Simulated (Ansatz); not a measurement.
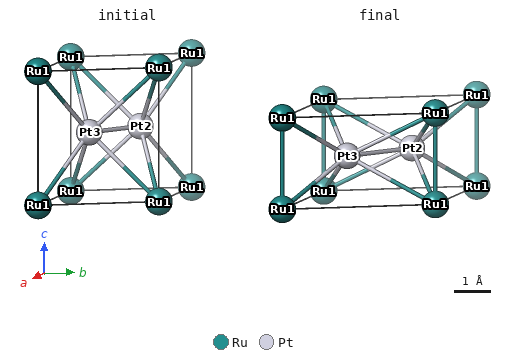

The structure of solid RuPt$_{2}$ (a generated structure, set up in P6/mmm) (coarse preliminary run) before (left) and after (right) a relaxation, at one scale.

Style: ball-and-stick. Shown: the cell of the calculation, slightly off an axis.

Method: Ansatz, DFT PBE, scalar-relativistic, plane waves, PAW. Set-up: plane-wave cutoff 420 eV; k-point mesh 6 × 6 × 4; occupations gaussian; smearing width 0.1 eV; no spin polarisation; cell and atoms relaxed; force threshold 0.04 eV/Å; at most 70 steps.

**Summarise the run.**

The energy falls by 3672 meV per atom in 12 accepted moves (14 points after the start). All forces vanish by symmetry, so only the cell relaxes. Pressure: 148.55 GPa at the start and 0.13 GPa at the end. The SCF was repeated twice at an unchanged geometry on a basis and grid sized afresh for the cell, which shifted the energy by 127 meV per atom at most. The atoms keep their places relative to the cell (all moves are under 0.005 Å). The drawn cell changes as follows: a = b 3.556 → 4.500 Å (+26.5 %), c 3.840 → 2.618 Å (−31.8 %); the volume changes by +9.2 %. Some distances before and after: Ru1–Ru1 3.840 → 2.618 Å, Pt2–Pt2 3.840 → 2.618 Å, Pt2–Pt3 2.053 → 2.598 Å, Ru1–Pt2 2.811 → 2.909 Å. The space group stays P6/mmm (No. 191).

Limits of the set-up: the k-point mesh is coarse for a cell with partly filled bands.
